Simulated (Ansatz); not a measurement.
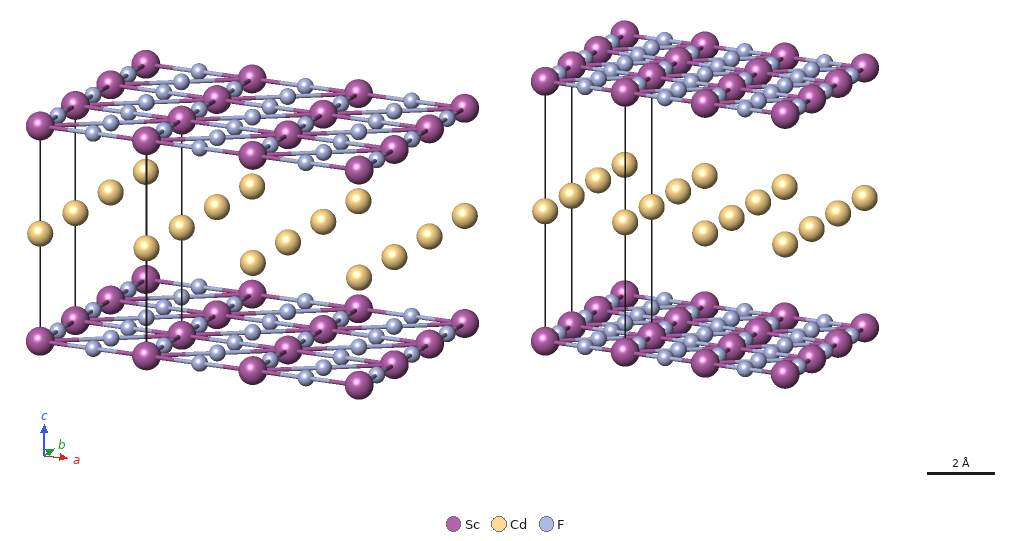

Two geometries of a crystal of ScCdF$_{3}$ (a generated structure, set up in P6/mmm) (coarse preliminary run), drawn at one scale. One is the start of a relaxation, the other its converged end. The picture is a ball-and-stick view of the cell of the calculation, repeated 3 × 3 × 1 with one cell outlined, seen slightly off an axis.

Level of theory: DFT PBE, scalar-relativistic, plane waves, PAW (Ansatz 0.2.0). Settings: plane-wave cutoff 420 eV; k-point mesh 6 × 6 × 2; occupations gaussian; smearing width 0.1 eV; no spin polarisation; cell and atoms relaxed; force threshold 0.04 eV/Å; at most 70 steps.

**Which of the two is the end point?**

The left one is the relaxed one. The atoms keep their places relative to the cell (all moves are under 0.005 Å). The drawn cell changes as follows: a = b 3.325 → 4.418 Å (+32.9 %), c 7.875 → 6.521 Å (−17.2 %); the volume changes by +46.3 %. Among the contacts that change: Sc–Sc 3.325 → 4.418 Å, F–Sc 1.662 → 2.209 Å. The space group stays P6/mmm (No. 191). The energy falls by 21.126 eV per cell of the calculation in 13 accepted moves (16 points after the start). All forces vanish by symmetry, so only the cell relaxes. Pressure: 137.60 GPa at the start and 0.31 GPa at the end. At 3 points the geometry stayed and the basis and grid were re-selected for the new cell (energy shift of 1.437 eV per cell of the calculation at most each time).

Limits of the set-up: the k-point mesh is coarse for a cell with partly filled bands.
